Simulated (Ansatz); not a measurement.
Run report: AlN₂H₇F₂, geometry relaxation (part 3 of 3)

The same run, continued: AlN₂H₇F₂; RKS r2SCAN-D4/6-31G* (Ansatz 0.2.0). It belongs to a series of runs on one base structure; here: end point A relaxed.

Geometry of the input (Å):
```
Al -0.1785  -0.4498  -0.6890
H  0.5651  -1.6599  -0.0883
N  -1.6720  -0.6270  -1.6292
N  0.4845  1.1540  -0.1867
H  0.2186  0.6938  1.6524
F  -0.2021  0.1870  2.3135
H  1.3881  -0.8497  1.4557
F  2.1492  -0.3232  1.4792
H  -2.1300  -1.5177  -1.7792
H  -2.2318  0.1203  -2.0202
H  0.1244  2.0512  -0.4906
H  1.4846  1.2211  -0.0179
```

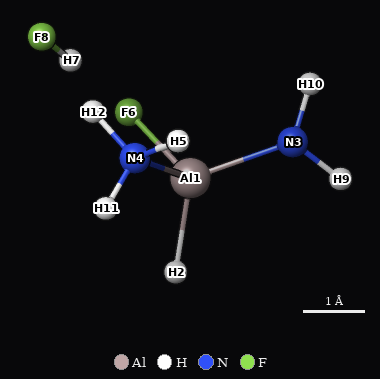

**Figure 1.** The geometry at step 34 of the log (ball-and-stick view, seen at a tilt; atoms are numbered from 1 in the order of the input).

**Trajectory as extended XYZ, continued**
```
12
Properties=species:S:1:pos:R:3:forces:R:3 step=25 energy=-15123.51302
Al   -0.1747   -0.7448   -0.4026   -0.0094  -0.0116   0.0072
H     0.8468   -1.5294   -1.3430    0.0003   0.0030  -0.0077
N    -1.8416   -0.4217   -1.0041   -0.0317   0.0018   0.0172
N     0.6880    1.0762   -0.1592    0.0115   0.0182  -0.0120
H    -0.0175    1.8127   -0.1069    0.0305  -0.0247  -0.0014
F    -0.0831   -1.1444    1.2787    0.0177   0.0014  -0.0139
H     1.0658   -0.4606    2.0020    0.0514   0.0726   0.0262
F     1.7758    0.1778    2.1926   -0.0685  -0.0640  -0.0240
H    -2.1730   -0.8681   -1.8524    0.0024   0.0148   0.0230
H    -2.6371   -0.2613   -0.3946    0.0352  -0.0113  -0.0290
H     1.3165    1.3054   -0.9299   -0.0156  -0.0055   0.0214
H     1.2342    1.0583    0.7190   -0.0238   0.0052  -0.0071
12
Properties=species:S:1:pos:R:3:forces:R:3 step=26 energy=-15123.51506
Al   -0.1583   -0.7573   -0.4303   -0.0269  -0.0037   0.0036
H     0.8359   -1.5151   -1.4237   -0.0137   0.0102   0.0086
N    -1.8445   -0.4066   -0.9692   -0.0610  -0.0157   0.0574
N     0.7063    1.0625   -0.1721    0.0287   0.0700  -0.0023
H    -0.0062    1.7974   -0.1903    0.1139  -0.0927   0.0081
F    -0.0246   -1.2079    1.2359    0.0271   0.0416  -0.0171
H     1.0311   -0.4377    2.0211    0.1222   0.0994   0.0318
F     1.6990    0.2363    2.2472   -0.1572  -0.1227  -0.0517
H    -2.1996   -0.8130   -1.8292    0.0107   0.0289   0.0669
H    -2.6208   -0.2966   -0.3212    0.0968  -0.0199  -0.0993
H     1.3848    1.2666   -0.9097   -0.0805  -0.0082   0.0962
H     1.1970    1.0715    0.7415   -0.0601   0.0129  -0.1021
12
Properties=species:S:1:pos:R:3:forces:R:3 step=28 energy=-15123.51841
Al   -0.1474   -0.7607   -0.4491   -0.0122  -0.0402   0.0152
H     0.8226   -1.5074   -1.4728   -0.0015   0.0064   0.0019
N    -1.8429   -0.4009   -0.9455    0.0123   0.0016   0.0167
N     0.7194    1.0527   -0.1828    0.0274   0.0202   0.0138
H     0.0116    1.7863   -0.2305   -0.0051   0.0005  -0.0006
F     0.0165   -1.2372    1.2069    0.0135   0.0140  -0.0284
H     1.0146   -0.4337    2.0254   -0.0058   0.0060   0.0020
F     1.6270    0.2754    2.2818   -0.0072  -0.0068   0.0008
H    -2.2157   -0.7914   -1.8035   -0.0071   0.0006  -0.0016
H    -2.6031   -0.3090   -0.2805   -0.0039   0.0020  -0.0067
H     1.4217    1.2528   -0.8950   -0.0010  -0.0031   0.0052
H     1.1757    1.0733    0.7456   -0.0093  -0.0012  -0.0182
12
Properties=species:S:1:pos:R:3:forces:R:3 step=29 energy=-15123.51980
Al   -0.1314   -0.7723   -0.4769   -0.0046  -0.0231   0.0315
H     0.8124   -1.4910   -1.5454   -0.0176  -0.0013   0.0092
N    -1.8409   -0.3935   -0.9113    0.0142  -0.0143  -0.0060
N     0.7385    1.0378   -0.1979    0.0386   0.0382   0.0281
H     0.0310    1.7685   -0.2857    0.0045  -0.0048  -0.0005
F     0.0789   -1.2846    1.1636    0.0218   0.0308  -0.0246
H     0.9769   -0.4172    2.0402    0.0614   0.0772   0.0211
F     1.5316    0.3281    2.3317   -0.0913  -0.1020  -0.0491
H    -2.2418   -0.7583   -1.7686    0.0014   0.0083   0.0193
H    -2.5796   -0.3214   -0.2198    0.0020  -0.0016  -0.0105
H     1.4722    1.2306   -0.8804   -0.0158  -0.0091   0.0136
H     1.1522    1.0736    0.7505   -0.0145   0.0015  -0.0320
12
Properties=species:S:1:pos:R:3:forces:R:3 step=30 energy=-15123.52021
Al   -0.1209   -0.7739   -0.4913   -0.0274  -0.0593   0.0425
H     0.7954   -1.4937   -1.5827   -0.0035   0.0224   0.0098
N    -1.8381   -0.3914   -0.8925    0.0264  -0.0015  -0.0068
N     0.7508    1.0353   -0.2049    0.0417   0.0152   0.0277
H     0.0453    1.7645   -0.3132   -0.0110   0.0056  -0.0065
F     0.1150   -1.3103    1.1384    0.0334   0.0575  -0.0222
H     0.9581   -0.4133    2.0441    0.0705   0.1139   0.0315
F     1.4717    0.3544    2.3556   -0.1089  -0.1471  -0.0735
H    -2.2529   -0.7446   -1.7479    0.0054   0.0042   0.0140
H    -2.5653   -0.3301   -0.1884   -0.0062   0.0031   0.0003
H     1.5004    1.2244   -0.8706   -0.0088  -0.0067   0.0070
H     1.1406    1.0787    0.7532   -0.0117  -0.0073  -0.0238
12
Properties=species:S:1:pos:R:3:forces:R:3 step=31 energy=-15123.52088
Al   -0.1193   -0.7773   -0.4930   -0.0051  -0.0267   0.0398
H     0.7979   -1.4834   -1.5919   -0.0100   0.0017   0.0055
N    -1.8371   -0.3902   -0.8858    0.0279  -0.0044  -0.0006
N     0.7536    1.0322   -0.2077    0.0243   0.0163   0.0253
H     0.0490    1.7611   -0.3237   -0.0117   0.0073  -0.0067
F     0.1259   -1.3183    1.1336    0.0239   0.0435  -0.0310
H     0.9528   -0.4135    2.0435    0.0410   0.0823   0.0193
F     1.4511    0.3610    2.3591   -0.0708  -0.1070  -0.0475
H    -2.2564   -0.7412   -1.7396   -0.0009  -0.0006   0.0008
H    -2.5612   -0.3278   -0.1788   -0.0090   0.0017   0.0052
H     1.5078    1.2184   -0.8687   -0.0038  -0.0089   0.0005
H     1.1360    1.0793    0.7527   -0.0056  -0.0053  -0.0105
12
Properties=species:S:1:pos:R:3:forces:R:3 step=32 energy=-15123.52165
Al   -0.1140   -0.7799   -0.4982    0.0057  -0.0032   0.0316
H     0.7928   -1.4778   -1.6096   -0.0040  -0.0046  -0.0007
N    -1.8339   -0.3892   -0.8746    0.0075  -0.0013   0.0069
N     0.7591    1.0309   -0.2108   -0.0078   0.0120   0.0042
H     0.0563    1.7596   -0.3411    0.0005  -0.0056  -0.0055
F     0.1478   -1.3303    1.1218    0.0079   0.0197  -0.0293
H     0.9396   -0.4125    2.0418   -0.0045   0.0041  -0.0081
F     1.4164    0.3691    2.3654   -0.0062  -0.0112   0.0024
H    -2.2613   -0.7382   -1.7250   -0.0033  -0.0036  -0.0066
H    -2.5522   -0.3258   -0.1616   -0.0038   0.0015   0.0022
H     1.5223    1.2114   -0.8626    0.0040  -0.0031  -0.0024
H     1.1272    1.0830    0.7543    0.0039  -0.0047   0.0053
12
Properties=species:S:1:pos:R:3:forces:R:3 step=33 energy=-15123.52235
Al   -0.1024   -0.7838   -0.5137    0.0115   0.0098   0.0214
H     0.7804   -1.4658   -1.6540   -0.0066  -0.0041   0.0014
N    -1.8295   -0.3874   -0.8496   -0.0115  -0.0062   0.0039
N     0.7730    1.0261   -0.2190   -0.0057   0.0136   0.0069
H     0.0747    1.7537   -0.3804    0.0244  -0.0181   0.0025
F     0.1968   -1.3564    1.0915    0.0033   0.0176  -0.0157
H     0.9095   -0.4071    2.0418    0.0162   0.0222   0.0069
F     1.3402    0.3924    2.3880   -0.0265  -0.0335  -0.0186
H    -2.2759   -0.7303   -1.6932    0.0071   0.0022   0.0088
H    -2.5332   -0.3260   -0.1214    0.0105  -0.0001  -0.0093
H     1.5579    1.1968   -0.8485   -0.0187  -0.0022   0.0218
H     1.1085    1.0879    0.7582   -0.0040  -0.0014  -0.0299
12
Properties=species:S:1:pos:R:3:forces:R:3 step=34 energy=-15123.52151 accepted=F
Al   -0.0835   -0.7885   -0.5359    0.0011   0.0173   0.0118
H     0.7584   -1.4481   -1.7211   -0.0127   0.0072   0.0165
N    -1.8209   -0.3849   -0.8094   -0.0322  -0.0156   0.0115
N     0.7949    1.0205   -0.2314    0.0024   0.0320   0.0020
H     0.1064    1.7478   -0.4413    0.0885  -0.0677   0.0309
F     0.2754   -1.3968    1.0443    0.0159   0.0521  -0.0005
H     0.8664   -0.4040    2.0361    0.0747   0.1932   0.0985
F     1.2090    0.4276    2.4187   -0.1028  -0.2345  -0.1411
H    -2.2967   -0.7221   -1.6400    0.0257   0.0101   0.0342
H    -2.5014   -0.3227   -0.0583    0.0398  -0.0028  -0.0361
H     1.6127    1.1742   -0.8248   -0.0770   0.0022   0.0692
H     1.0794    1.0971    0.7628   -0.0234   0.0064  -0.0969
12
Properties=species:S:1:pos:R:3:forces:R:3 step=35 energy=-15123.52288
Al   -0.0927   -0.7845   -0.5238    0.0006   0.0004   0.0088
H     0.7688   -1.4581   -1.6855   -0.0039   0.0026   0.0039
N    -1.8250   -0.3863   -0.8302   -0.0030  -0.0025   0.0061
N     0.7838    1.0241   -0.2248   -0.0063  -0.0076  -0.0061
H     0.0912    1.7517   -0.4071    0.0154  -0.0080   0.0039
F     0.2349   -1.3761    1.0688    0.0024   0.0197  -0.0125
H     0.8859   -0.4060    2.0384    0.0158   0.0238   0.0128
F     1.2754    0.4083    2.3996   -0.0216  -0.0335  -0.0176
H    -2.2850   -0.7293   -1.6663    0.0068   0.0006   0.0045
H    -2.5171   -0.3231   -0.0913    0.0077   0.0007  -0.0046
H     1.5832    1.1876   -0.8371   -0.0102   0.0018   0.0121
H     1.0965    1.0919    0.7591   -0.0038   0.0019  -0.0113
12
Properties=species:S:1:pos:R:3:forces:R:3 step=36 energy=-15123.52298
Al   -0.0789   -0.7873   -0.5404   -0.0035   0.0038   0.0104
H     0.7546   -1.4432   -1.7328   -0.0099   0.0034   0.0106
N    -1.8179   -0.3841   -0.8014   -0.0081  -0.0106   0.0017
N     0.7984    1.0189   -0.2342    0.0119   0.0082   0.0014
H     0.1150    1.7469   -0.4495    0.0342  -0.0216   0.0141
F     0.2919   -1.4008    1.0348    0.0051   0.0291  -0.0049
H     0.8522   -0.4039    2.0345    0.0456   0.1068   0.0564
F     1.1808    0.4299    2.4181   -0.0586  -0.1306  -0.0787
H    -2.2993   -0.7283   -1.6253    0.0118   0.0057   0.0170
H    -2.4919   -0.3161   -0.0459    0.0182  -0.0021  -0.0151
H     1.6210    1.1719   -0.8189   -0.0341   0.0026   0.0311
H     1.0742    1.0962    0.7609   -0.0127   0.0053  -0.0441
12
Properties=species:S:1:pos:R:3:forces:R:3 step=37 energy=-15123.52332
Al   -0.0806   -0.7855   -0.5378   -0.0106  -0.0076   0.0113
H     0.7539   -1.4485   -1.7249   -0.0005   0.0075   0.0041
N    -1.8187   -0.3844   -0.8053   -0.0054  -0.0033   0.0036
N     0.7967    1.0207   -0.2329    0.0068   0.0046  -0.0059
H     0.1131    1.7494   -0.4439    0.0203  -0.0156   0.0081
F     0.2833   -1.3966    1.0397    0.0066   0.0163  -0.0117
H     0.8603   -0.4061    2.0336    0.0013   0.0252   0.0169
F     1.1904    0.4258    2.4133   -0.0099  -0.0327  -0.0210
H    -2.2967   -0.7289   -1.6308    0.0080   0.0028   0.0094
H    -2.4950   -0.3183   -0.0520    0.0111   0.0002  -0.0087
H     1.6168    1.1755   -0.8199   -0.0188   0.0021   0.0175
H     1.0764    1.0969    0.7607   -0.0090   0.0004  -0.0236
12
Properties=species:S:1:pos:R:3:forces:R:3 step=39 energy=-15123.52358
Al   -0.0755   -0.7860   -0.5441   -0.0037  -0.0048   0.0061
H     0.7490   -1.4412   -1.7417   -0.0002   0.0008   0.0000
N    -1.8157   -0.3839   -0.7938    0.0036  -0.0013   0.0015
N     0.8027    1.0184   -0.2378    0.0045   0.0038   0.0005
H     0.1246    1.7485   -0.4588   -0.0001  -0.0005   0.0005
F     0.3043   -1.4036    1.0267    0.0000   0.0057  -0.0056
H     0.8419   -0.4053    2.0340    0.0043   0.0054  -0.0003
F     1.1549    0.4314    2.4160   -0.0057  -0.0072  -0.0014
H    -2.3020   -0.7300   -1.6134    0.0007   0.0003   0.0005
H    -2.4838   -0.3166   -0.0337    0.0002   0.0007  -0.0001
H     1.6312    1.1713   -0.8125   -0.0014  -0.0020   0.0010
H     1.0682    1.0970    0.7589   -0.0022  -0.0009  -0.0026
12
Properties=species:S:1:pos:R:3:forces:R:3 step=40 energy=-15123.52356 accepted=F
Al   -0.0639   -0.7868   -0.5579   -0.0119  -0.0104   0.0052
H     0.7349   -1.4303   -1.7795   -0.0021   0.0044   0.0048
N    -1.8089   -0.3827   -0.7682    0.0067  -0.0048   0.0011
N     0.8162    1.0149   -0.2468    0.0237   0.0160   0.0099
H     0.1488    1.7471   -0.4928    0.0036  -0.0060   0.0028
F     0.3521   -1.4207    0.9975    0.0087   0.0191   0.0064
H     0.8128   -0.4053    2.0293    0.0199   0.0922   0.0389
F     1.0678    0.4469    2.4265   -0.0308  -0.1099  -0.0620
H    -2.3132   -0.7300   -1.5765    0.0020   0.0029   0.0074
H    -2.4601   -0.3128    0.0064    0.0036  -0.0002  -0.0072
H     1.6637    1.1603   -0.7959   -0.0158  -0.0047   0.0084
H     1.0498    1.0997    0.7577   -0.0076   0.0014  -0.0156
12
Properties=species:S:1:pos:R:3:forces:R:3 step=41 energy=-15123.52371
Al   -0.0698   -0.7865   -0.5505   -0.0049  -0.0056   0.0046
H     0.7423   -1.4354   -1.7601   -0.0007   0.0016   0.0010
N    -1.8123   -0.3834   -0.7809    0.0035  -0.0022   0.0016
N     0.8094    1.0169   -0.2422    0.0072   0.0086   0.0026
H     0.1366    1.7479   -0.4764    0.0026  -0.0039   0.0006
F     0.3282   -1.4125    1.0125    0.0015   0.0075  -0.0031
H     0.8271   -0.4055    2.0313    0.0058   0.0184   0.0060
F     1.1122    0.4384    2.4204   -0.0090  -0.0225  -0.0110
H    -2.3075   -0.7299   -1.5951    0.0009   0.0011   0.0028
H    -2.4722   -0.3145   -0.0138    0.0012   0.0003  -0.0027
H     1.6476    1.1655   -0.8040   -0.0058  -0.0022   0.0034
H     1.0585    1.0991    0.7585   -0.0023  -0.0010  -0.0059
12
Properties=species:S:1:pos:R:3:forces:R:3 step=42 energy=-15123.52375
Al   -0.0629   -0.7869   -0.5584   -0.0073  -0.0070   0.0049
H     0.7341   -1.4291   -1.7816   -0.0014   0.0035   0.0030
N    -1.8081   -0.3829   -0.7657    0.0042  -0.0035   0.0011
N     0.8173    1.0152   -0.2473    0.0131   0.0116   0.0071
H     0.1509    1.7473   -0.4963    0.0043  -0.0056   0.0014
F     0.3563   -1.4219    0.9956    0.0037   0.0123   0.0026
H     0.8086   -0.4053    2.0282    0.0117   0.0460   0.0190
F     1.0617    0.4461    2.4252   -0.0175  -0.0568  -0.0326
H    -2.3139   -0.7300   -1.5732    0.0014   0.0020   0.0053
H    -2.4580   -0.3123    0.0098    0.0024   0.0000  -0.0055
H     1.6663    1.1590   -0.7941   -0.0106  -0.0022   0.0061
H     1.0477    1.1011    0.7577   -0.0041  -0.0003  -0.0124
12
Properties=species:S:1:pos:R:3:forces:R:3 step=43 energy=-15123.52381
Al   -0.0633   -0.7867   -0.5575   -0.0076  -0.0071   0.0045
H     0.7345   -1.4296   -1.7797    0.0000   0.0031   0.0017
N    -1.8083   -0.3830   -0.7665    0.0051  -0.0021   0.0014
N     0.8169    1.0156   -0.2469    0.0096   0.0077   0.0035
H     0.1503    1.7475   -0.4950    0.0009  -0.0029   0.0002
F     0.3543   -1.4212    0.9970    0.0030   0.0072  -0.0017
H     0.8103   -0.4057    2.0277    0.0007   0.0151   0.0055
F     1.0639    0.4450    2.4238   -0.0046  -0.0201  -0.0116
H    -2.3133   -0.7301   -1.5744    0.0005   0.0011   0.0028
H    -2.4589   -0.3125    0.0083    0.0007   0.0005  -0.0030
H     1.6652    1.1595   -0.7947   -0.0052  -0.0018   0.0022
H     1.0485    1.1014    0.7576   -0.0032  -0.0006  -0.0055
```

**Key numbers**

- outcome: converged
- total energy: −15123.5238 eV
- mean-field energy: −15123.4744 eV
- largest force (length of the vector) at the end: 0.024 eV/Å
- hardware: 2 threads of Intel Xeon (Sapphire Rapids), 16 GiB of memory available, shared host
- wall time: 95 s (CPU time 3.1 min)
- peak memory: 0.2 GiB
